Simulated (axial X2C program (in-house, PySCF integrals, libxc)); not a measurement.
**A two-component session on SbB: properties at the nuclei**

Wanted for SbB: properties at the nuclei, at the two-component level.

Method: two-component X2C with atomic mean-field terms, Sb dyall-cv3z, B dyall-v3z; program: an in-house X2C program for linear molecules on PySCF integrals.

All values are calculated.

## (1) Set-up

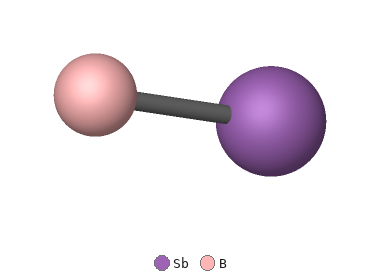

The two atoms at 2.250 Å (antimony purple, boron pink).

task.json reads:

```json
{
 "zs": [
  51,
  5
 ],
 "q": 0,
 "bas": [
  "dyall-cv3z",
  "dyall-v3z"
 ],
 "r0": 2.25,
 "levels": [
  "PBE0",
  "HF",
  "BP86",
  "B3LYP",
  "PBE50"
 ],
 "nst": 3
}
```

Keys: zs atomic numbers; q charge; bas basis sets; r0 starting distance in Å; levels methods (HF also brings MP2); nst determinants followed.

The run is started by

```
> python soeom.py task.json out
```

Further steps of the session: Expectation values, lowest determinant; Expectation values, a higher determinant; Expectation values, a higher determinant.

Before running it: what results should come out? Wanted: lowest determinant; Eeff magnitude; Ws magnitude Sb; A∥/gI Sb; qzz Sb; higher determinant (for each run or level that gives them).

**Answer**, as computed:

| quantity | value |
| --- | --- |
| lowest determinant | Ω = 2 (excess of +ω over −ω: ω = 1/2, ω = 3/2) |
| Eeff magnitude (GV/cm), PBE0 | 1.74 |
| Ws magnitude Sb (kHz), PBE0 | 0.414 |
| A∥/gI Sb (MHz), PBE0 | 273 |
| qzz Sb (a.u.), PBE0 | -1.63 |
| higher determinant | Ω = 1 (excess of +ω over −ω: ω = -1/2, ω = 3/2) |
| Eeff magnitude (GV/cm), PBE0, higher determinant | 0.0366 |
| Ws magnitude Sb (kHz), PBE0, higher determinant | 0.0903 |
| A∥/gI Sb (MHz), PBE0, higher determinant | 371 |
| qzz Sb (a.u.), PBE0, higher determinant | -1.24 |
| higher determinant | Ω = 1 (excess of +ω over −ω: 2 × ω = 1/2) |
| Eeff magnitude (GV/cm), PBE0, higher determinant | 2.1 |
| Ws magnitude Sb (kHz), PBE0, higher determinant | 1.27 |
| A∥/gI Sb (MHz), PBE0, higher determinant | 1190 |
| qzz Sb (a.u.), PBE0, higher determinant | -1.92 |

**Reading.** In the first state, the effective field runs from 1.25 to 2.46 GV/cm over the mean-field levels. The expectation values come from single determinants, which for open shells can mix terms of unlike spin or miss the lowest Ω, so a determinant need not be a state. Eeff is the effective electric field on the electron dipole moment in this Ω state and Ws the scalar–pseudoscalar constant (defined with the proton number Z and per Ω); A∥ is the parallel hyperfine constant, which follows by multiplying with the nuclear g factor gI = μI/(I μN); qzz is the electric field gradient, eQq0 = 234.96 MHz × Q/barn × qzz; μ is positive if B is the positive end. The operators were transformed with the bare-nucleus X2C matrices.
